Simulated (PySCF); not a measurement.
```xyz
16

C    -2.7218   -0.3758   -0.3148
C    -1.4408   -0.4352    0.5118
P    -0.0427    0.2384   -0.4803
C     0.9904    1.5321    0.1739
C     1.6738    0.3934    0.0567
C     2.9259   -0.3241    0.2323
H    -2.9532    0.6439   -0.6175
H    -3.5512   -0.7472    0.2821
H    -2.6465   -0.9986   -1.2045
H    -1.5189    0.1680    1.4211
H    -1.2123   -1.4650    0.8006
H    -0.3298    0.3727   -1.8255
H     1.0683    2.5513    0.4885
H     2.7851   -1.1981    0.8687
H     3.6679    0.3332    0.6836
H     3.2979   -0.6801   -0.7292
```

Geometry: GFN2-xTB.

All numbers below come from CAM-B3LYP/def2-SVPD, SCF density, gas phase in PySCF.

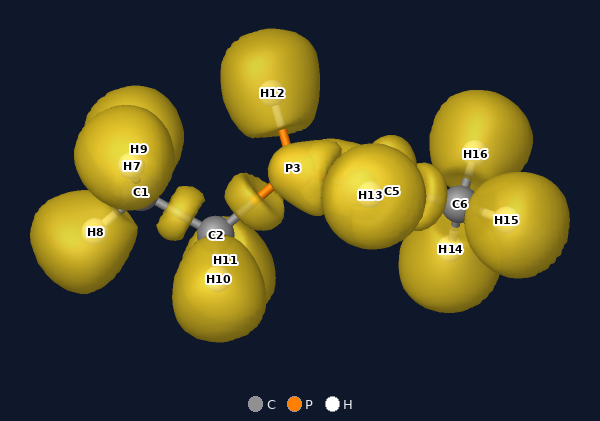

C5H10P (charge +1). Isosurface of the ELF at 0.75 (yellow), seen from one side. Only the valence region is drawn (cores and ρ < 0.01 e/Å³ removed).

Question: Identify the bonds, lone pairs and shells in this picture.

Answer: The ELF exceeds this value in three regions between bonded C–C atoms (shared pairs), two regions between bonded C–P atoms (shared pairs), ten regions around hydrogen nuclei and one region on P in which the atom's valence shell and bonds are merged. Along the contacts the grid gives the following. C–C (1.33 Å): the ELF peaks at about 0.90 between the atoms (a multiple bond). C–P (1.78 Å): the ELF peaks at about 0.80 between the atoms; localised, covalent bonding.
